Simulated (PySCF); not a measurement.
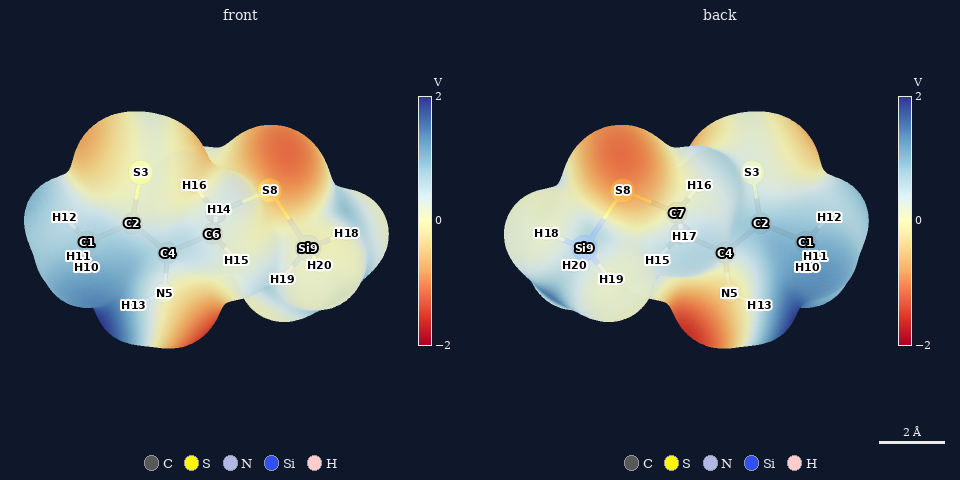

*C5H11NS2Si (SMILES [H]/N=C(/CCS[SiH3])C(C)=S). The molecular electrostatic potential painted on the density surface at 0.002 e/bohr³, seen from the front and from behind; the colour scale runs from red (negative) to blue (positive).*

Geometry: GFN2-xTB.

Level of theory: PySCF 2.14.0, PBE0/pcSseg-1, SCF density, gas phase, non-relativistic.

```xyz
20

C     3.4041   -0.7098   -0.1744
C     2.1589   -0.1542    0.4321
S     2.1200    0.2540    2.0112
C     0.9774    0.0252   -0.4403
N     0.9554   -0.2131   -1.6835
C    -0.3030    0.4895    0.1902
C    -1.0251   -0.6971    0.8243
S    -2.6217   -0.2174    1.5629
Si   -3.8128    0.1679   -0.1801
H     3.7714   -0.0435   -0.9574
H     3.2097   -1.6846   -0.6254
H     4.1761   -0.8173    0.5829
H     1.8218   -0.5497   -2.0954
H    -0.1078    1.2400    0.9567
H    -0.9281    0.9167   -0.5944
H    -0.4428   -1.1102    1.6477
H    -1.2094   -1.4763    0.0848
H    -5.1754    0.0593    0.3069
H    -3.4586   -0.8541   -1.1575
H    -3.5151    1.5012   -0.6944
```

Q: Which sites attract a positive test charge, and which a negative one?

A: A positive charge is drawn to the negative regions and a negative charge to the positive ones. The most negative region (about −1.5 V) lies over N5, the most positive (about +1.8 V) over H13. N5 is the likeliest acceptor of a hydrogen bond.

Q: How polar is the molecule by this calculation?

A: Its dipole moment is 3.29 D.
